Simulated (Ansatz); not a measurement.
## Single-point calculation, with input and output: C$_{3}$H$_{5}$AlO

C$_{3}$H$_{5}$AlO, computed with RHF-CCSD(T), frozen core/def2-SVP (Ansatz 0.2.0).

The geometry comes from this level: PBE0-D4/def2-TZVP.

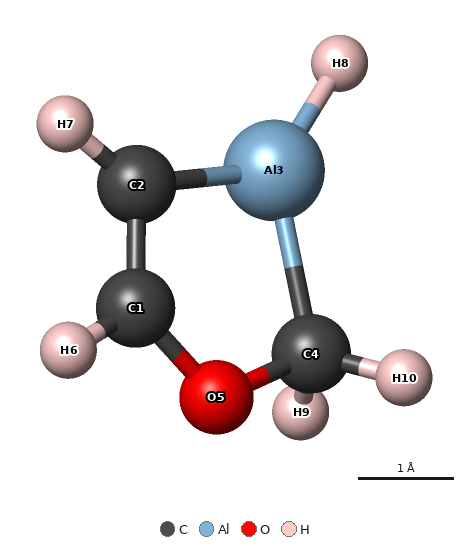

**Figure 1.** The structure (ball-and-stick view, seen at a tilt; atoms are numbered from 1 in the order of the input). Sticks mark near contacts. Bond lengths as drawn: Al–C 1.89 to 1.98 Å, Al–H 1.58 Å, C–C 1.35 Å, C–H 1.08 to 1.09 Å and C–O 1.34 to 1.45 Å.

The input:
```yaml
crystal:
  periodic: [false, false, false]
  atoms:
    - {symbol: C, position_ang: [-0.770795, 0.377067, -1.007158]}
    - {symbol: C, position_ang: [-0.541270, -0.949490, -0.900854]}
    - {symbol: Al, position_ang: [0.586134, -1.127379, 0.611719]}
    - {symbol: C, position_ang: [0.556703, 0.832588, 0.883930]}
    - {symbol: O, position_ang: [-0.281316, 1.319940, -0.189136]}
    - {symbol: H, position_ang: [-1.385595, 0.843059, -1.775905]}
    - {symbol: H, position_ang: [-1.007629, -1.587867, -1.639143]}
    - {symbol: H, position_ang: [1.303760, -2.289818, 1.409047]}
    - {symbol: H, position_ang: [0.105591, 1.181650, 1.818390]}
    - {symbol: H, position_ang: [1.517516, 1.348950, 0.792009]}
basis:
  gaussian: {orbitals: def2-SVP}
correlation: {method: ccsd_t}
```

Run on 2 threads of Arm Neoverse V1, 23 GiB of memory available, shared host.

Run as:
```bash
ansatz run in.yaml --threads 2 --pin off --events-out ev --progress --plain --max-ram 4352MiB
```

What the program printed:
```
Functional definition: HF
  name "HF"
  cite "Fock, Z. Phys. 61, 126 (1930) doi:10.1007/BF01340294"
  parent pbe
  exchange = exact_x
  correlation = 0
986 factors; integrals over basis functions are off by at most 1.3e-3 eV
mean field evaluation 1: about -11780.4888 eV, gradient 3.1e1 eV
mean field evaluation 2: about -11780.4980 eV, gradient 3.1e1 eV
mean field evaluation 4: about -11783.2608 eV, gradient 3.4e0 eV
mean field evaluation 8: about -11783.3010 eV, gradient 2.2e-4 eV
mean field evaluation 16: about -11783.2923 eV, gradient 2.2e-1 eV
mean field -11783.30103948 eV, -433.0283261925 hartree, gradient 1.6e-6 eV, S^2 0.000000; 0 other end points of the search recorded, 0 dependent functions left out
9 core orbitals not correlated: weight in the atoms' cores, before any rotation towards them, 1.000 or more for the frozen orbitals, at most 0.000 for the correlated occupied ones
reference -11783.30103948 eV, -433.0283261925 hartree; 13, 13 occupied and 77, 77 virtual orbitals, 986 factors
second order -17.35963489 eV of doubles, -0.00000000 eV of singles
cycle   1  -17.83658655 eV  change   -4.8e-1 eV  update   1.1e-1
cycle   2  -18.34255140 eV  change   -5.1e-1 eV  update   3.4e-2
cycle   3  -18.48133150 eV  change   -1.4e-1 eV  update   2.0e-2
cycle   4  -18.47817739 eV  change    3.2e-3 eV  update   5.4e-3
cycle   5  -18.47574811 eV  change    2.4e-3 eV  update   2.7e-3
cycle   6  -18.47593103 eV  change   -1.8e-4 eV  update   9.6e-4
cycle   7  -18.47565148 eV  change    2.8e-4 eV  update   4.8e-4
cycle   8  -18.47552472 eV  change    1.3e-4 eV  update   2.1e-4
cycle   9  -18.47559636 eV  change   -7.2e-5 eV  update   8.5e-5
cycle  10  -18.47558373 eV  change    1.3e-5 eV  update   2.7e-5
```

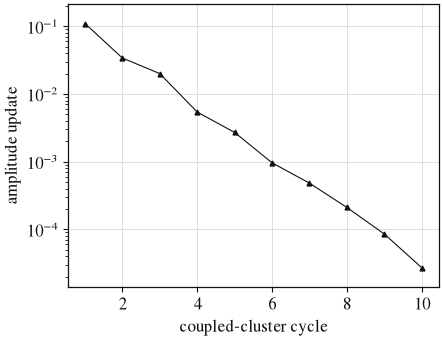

**Figure 2.** Convergence of the coupled-cluster equations: amplitude update against the coupled-cluster cycle. The residual falls at every step.

```
perturbative correction -0.65380097 eV, -0.0240267424 hartree
Total energy: -11802.43042418 eV, -433.7313181139 hartree
```

Summary:

```json
{"quantity": "outcome", "value": "converged"}
{"quantity": "total energy", "value": "−11802.4304 eV"}
{"quantity": "mean-field energy", "value": "−11783.3010 eV"}
{"quantity": "CCSD correlation", "value": "−18.4756 eV"}
{"quantity": "(T) correction", "value": "−0.6538 eV"}
{"quantity": "T1 diagnostic", "value": "0.015"}
{"quantity": "SCF solution under orbital rotations", "value": "stable"}
{"quantity": "wall time", "value": "6 s (CPU time 11 s)"}
{"quantity": "peak memory", "value": "0.4 GiB"}
```
